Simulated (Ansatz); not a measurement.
## Run report: C$_{2}$H$_{5}$BrOSi, single-point calculation

C$_{2}$H$_{5}$BrOSi, multiplicity 9, computed with UKS RPBE/def2-mTZVPP (Ansatz 0.2.0).

Some settings of this run were made unusual or wrong on purpose. The geometry comes from this level: PBE0-D4/def2-TZVP.

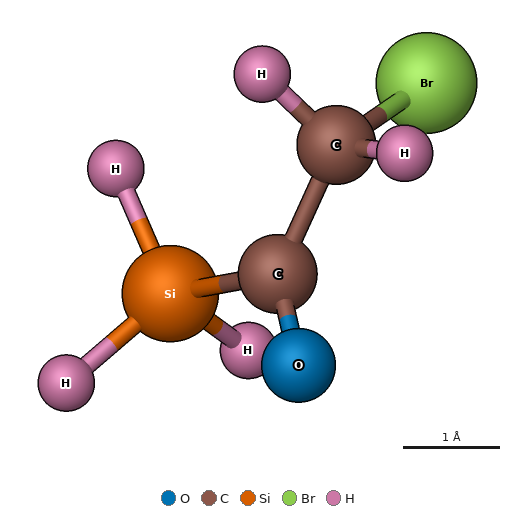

Figure 1. The structure as given in the input (ball-and-stick view, seen at a tilt). Bond lengths as drawn: Br–C 1.94 Å, C–C 1.51 Å, C–H 1.09 Å, C–O 1.21 Å, C–Si 1.94 Å and H–Si 1.48 Å.

**Input**
```yaml
crystal:
  periodic: [false, false, false]
  atoms:
    - {symbol: O, position_ang: [-0.380774, -1.382823, -1.341818]}
    - {symbol: C, position_ang: [-0.122829, -0.459316, -0.610719]}
    - {symbol: Si, position_ang: [0.475794, -0.807612, 1.199613]}
    - {symbol: C, position_ang: [-0.280716, 0.962210, -1.104280]}
    - {symbol: Br, position_ang: [-1.398955, 1.921150, 0.157532]}
    - {symbol: H, position_ang: [-0.706828, -1.112434, 2.039880]}
    - {symbol: H, position_ang: [1.361458, -1.993304, 1.111838]}
    - {symbol: H, position_ang: [1.217303, 0.353804, 1.753001]}
    - {symbol: H, position_ang: [0.678544, 1.480882, -1.121254]}
    - {symbol: H, position_ang: [-0.759798, 0.986243, -2.080792]}
basis:
  gaussian: {orbitals: def2-mTZVPP}
magnetization: {spin_polarized: true, initial_magnetization: 8}
hamiltonian: {xc: {name: RPBE}}
scf: {lower_state_search: light}
output: {forces: true}
```

Machine: 4 threads of Arm Neoverse V1, 23 GiB of memory available, shared host.

Launch command:
```bash
ansatz run in.yaml --threads 4 --pin off --events-out ev --progress --plain --max-ram 10444MiB
```

**Output**
```
Functional definition: RPBE
  name "RPBE"
  cite "Hammer, Hansen & Nørskov, Phys. Rev. B 59, 7413 (1999) doi:10.1103/PhysRevB.59.7413"
  cite "Perdew, Burke & Ernzerhof, Phys. Rev. Lett. 77, 3865 (1996) doi:10.1103/PhysRevLett.77.3865"
  parameter kappa = 0.804
  parameter beta = 0.06672455060314922
  exchange = rpbe_x(kappa = kappa, mu = beta*pi^2/3)
  correlation = pbe_c(beta = beta)
1419 factors; their error is unknown
mean field evaluation 1: about -82078.4078 eV, gradient 5.8e1 eV
mean field evaluation 2: about -81804.1334 eV, gradient 2.0e2 eV
mean field evaluation 4: about -82049.2674 eV, gradient 8.7e1 eV
mean field evaluation 8: about -82096.4062 eV, gradient 1.3e1 eV
mean field evaluation 16: about -82098.1380 eV, gradient 2.1e-1 eV
mean field evaluation 32: about -82098.1006 eV, gradient 1.3e-4 eV
mean field evaluation 64: about -82096.1906 eV, gradient 7.5e0 eV
mean field evaluation 96: about -82096.9547 eV, gradient 4.4e0 eV
mean field evaluation 128: about -82097.9408 eV, gradient 3.1e0 eV
mean field -82098.10061163 eV, -3017.0495493861 hartree, gradient 9.4e-6 eV, S^2 20.007130; 10 other end points of the search recorded, 0 dependent functions left out
the calculation of the forces begins
reference -82098.10066136 eV, -3017.0495512136 hartree; 41, 33 occupied and 109, 117 virtual orbitals, 1419 factors
Total energy: -82098.10066136 eV, -3017.0495512136 hartree
Atom 0 at    -0.380774    -1.382823    -1.341818 Å, force    -1.336051    -4.803670    -4.112127 eV/Å
Atom 1 at    -0.122829    -0.459316    -0.610719 Å, force     1.221172     3.495494     3.164808 eV/Å
Atom 2 at     0.475794    -0.807612     1.199613 Å, force    -3.042697     0.034091    -1.461096 eV/Å
Atom 3 at    -0.280716     0.962210    -1.104280 Å, force     3.052303    -3.288137    -2.748009 eV/Å
Atom 4 at    -1.398955     1.921150     0.157532 Å, force    -3.688735     3.220550     4.038002 eV/Å
Atom 5 at    -0.706828    -1.112434     2.039880 Å, force    -2.131134    -0.027896     1.314401 eV/Å
Atom 6 at     1.361458    -1.993304     1.111838 Å, force     2.775268    -1.546518    -0.318821 eV/Å
Atom 7 at     1.217303     0.353804     1.753001 Å, force     2.609772     1.957751     1.414202 eV/Å
Atom 8 at     0.678544     1.480882    -1.121254 Å, force     0.703741     0.580074    -0.440737 eV/Å
Atom 9 at    -0.759798     0.986243    -2.080792 Å, force    -0.163639     0.378260    -0.850622 eV/Å
Dipole moment:    -0.145556     0.770160    -0.424652 e Å
```

**Outcome**

| quantity | value |
| --- | --- |
| outcome | converged |
| total energy | −82098.1007 eV |
| ⟨S²⟩ | 20.007 |
| SCF solution under orbital rotations | stable |
| largest force (length of the vector) | 6.463 eV/Å |
| dipole moment | 4.28 D |
| wall time | 18 s (CPU time 67 s) |
| peak memory | 0.46 GiB |

This input holds a deliberate fault: spin. The program still converged, but the numbers can't be taken as results for the intended system.
